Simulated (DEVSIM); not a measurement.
System: Ni/TiO2/p-In0.53Ga0.47As capacitor, at 300 K.

| layer (left to right) | material | thickness (nm) | Na (cm⁻³) |
|---|---|---|---|
| 1 | TiO2 | 9.10 | - |
| 2 | In0.53Ga0.47As | 4500 | 1.6e16 |

Metal gate on the left, work function 5.1 eV. Fixed charge at the semiconductor interface 7.96e12 cm⁻² (in units of +e); no interface traps.

The device is made up for the run: typed textbook-type constants, with dimensions and the other settings drawn at random. Values at 300 K.

```csv
parameter,TiO2,In0.53Ga0.47As
gap (eV),3.2,0.74
affinity (eV),3.9,4.51
permittivity,60,13.9
Nc (cm⁻³),-,2.1e17
Nv (cm⁻³),-,7.7e18
```

Simulated with DEVSIM: 1D Poisson equation in equilibrium, Boltzmann statistics, complete ionisation; no quantum confinement or tunnelling. Metal contacts follow the ideal Schottky-Mott rule: no Fermi-level pinning, no interface dipoles.

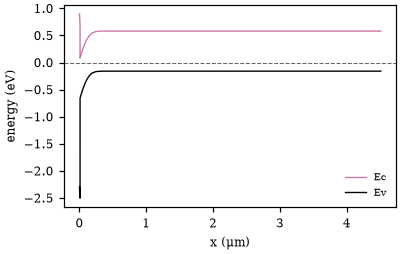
Fig. 1. Band edges at 0.3 V on the gate

Energies count from the Fermi level of the right contact; mesh points crowd at the junctions.

```json
[
 {"x (μm)": "0.000", "Ec (eV)": "0.900", "Ev (eV)": "-2.300", "n (cm⁻³)": "< 1e2", "p (cm⁻³)": "< 1e2", "field (V/cm)": "-230000"},
 {"x (μm)": "0.001300", "Ec (eV)": "0.870", "Ev (eV)": "-2.330", "n (cm⁻³)": "< 1e2", "p (cm⁻³)": "< 1e2", "field (V/cm)": "-230000"},
 {"x (μm)": "0.003807", "Ec (eV)": "0.813", "Ev (eV)": "-2.387", "n (cm⁻³)": "< 1e2", "p (cm⁻³)": "< 1e2", "field (V/cm)": "-230000"},
 {"x (μm)": "0.006775", "Ec (eV)": "0.744", "Ev (eV)": "-2.456", "n (cm⁻³)": "< 1e2", "p (cm⁻³)": "< 1e2", "field (V/cm)": "-230000"},
 {"x (μm)": "0.008927", "Ec (eV)": "0.695", "Ev (eV)": "-2.505", "n (cm⁻³)": "< 1e2", "p (cm⁻³)": "< 1e2", "field (V/cm)": "-230000"},
 {"x (μm)": "0.01015", "Ec (eV)": "0.086", "Ev (eV)": "-0.654", "n (cm⁻³)": "7.7e15", "p (cm⁻³)": "7.8e7", "field (V/cm)": "45000"},
 {"x (μm)": "0.01309", "Ec (eV)": "0.099", "Ev (eV)": "-0.641", "n (cm⁻³)": "4.6e15", "p (cm⁻³)": "1.3e8", "field (V/cm)": "44000"},
 {"x (μm)": "0.02318", "Ec (eV)": "0.142", "Ev (eV)": "-0.598", "n (cm⁻³)": "8.8e14", "p (cm⁻³)": "6.8e8", "field (V/cm)": "42000"},
 {"x (μm)": "0.04231", "Ec (eV)": "0.217", "Ev (eV)": "-0.523", "n (cm⁻³)": "4.7e13", "p (cm⁻³)": "1.3e10", "field (V/cm)": "37000"},
 {"x (μm)": "0.08813", "Ec (eV)": "0.367", "Ev (eV)": "-0.373", "n (cm⁻³)": "1.4e11", "p (cm⁻³)": "4.2e12", "field (V/cm)": "28000"},
 {"x (μm)": "0.1888", "Ec (eV)": "0.545", "Ev (eV)": "-0.195", "n (cm⁻³)": "1.5e8", "p (cm⁻³)": "4.1e15", "field (V/cm)": "8200"},
 {"x (μm)": "0.5427", "Ec (eV)": "0.580", "Ev (eV)": "-0.160", "n (cm⁻³)": "3.7e7", "p (cm⁻³)": "1.6e16", "field (V/cm)": "≈ 0"},
 {"x (μm)": "1.214", "Ec (eV)": "0.580", "Ev (eV)": "-0.160", "n (cm⁻³)": "3.7e7", "p (cm⁻³)": "1.6e16", "field (V/cm)": "≈ 0"},
 {"x (μm)": "2.673", "Ec (eV)": "0.580", "Ev (eV)": "-0.160", "n (cm⁻³)": "3.7e7", "p (cm⁻³)": "1.6e16", "field (V/cm)": "≈ 0"},
 {"x (μm)": "3.889", "Ec (eV)": "0.580", "Ev (eV)": "-0.160", "n (cm⁻³)": "3.7e7", "p (cm⁻³)": "1.6e16", "field (V/cm)": "≈ 0"},
 {"x (μm)": "4.235", "Ec (eV)": "0.580", "Ev (eV)": "-0.160", "n (cm⁻³)": "3.7e7", "p (cm⁻³)": "1.6e16", "field (V/cm)": "≈ 0"},
 {"x (μm)": "4.392", "Ec (eV)": "0.580", "Ev (eV)": "-0.160", "n (cm⁻³)": "3.7e7", "p (cm⁻³)": "1.6e16", "field (V/cm)": "≈ 0"},
 {"x (μm)": "4.458", "Ec (eV)": "0.580", "Ev (eV)": "-0.160", "n (cm⁻³)": "3.7e7", "p (cm⁻³)": "1.6e16", "field (V/cm)": "≈ 0"},
 {"x (μm)": "4.493", "Ec (eV)": "0.580", "Ev (eV)": "-0.160", "n (cm⁻³)": "3.7e7", "p (cm⁻³)": "1.6e16", "field (V/cm)": "≈ 0"},
 {"x (μm)": "4.502", "Ec (eV)": "0.580", "Ev (eV)": "-0.160", "n (cm⁻³)": "3.7e7", "p (cm⁻³)": "1.6e16", "field (V/cm)": "≈ 0"},
 {"x (μm)": "4.507", "Ec (eV)": "0.580", "Ev (eV)": "-0.160", "n (cm⁻³)": "3.7e7", "p (cm⁻³)": "1.6e16", "field (V/cm)": "≈ 0"},
 {"x (μm)": "4.509", "Ec (eV)": "0.580", "Ev (eV)": "-0.160", "n (cm⁻³)": "3.7e7", "p (cm⁻³)": "1.6e16", "field (V/cm)": "≈ 0"}
]
```
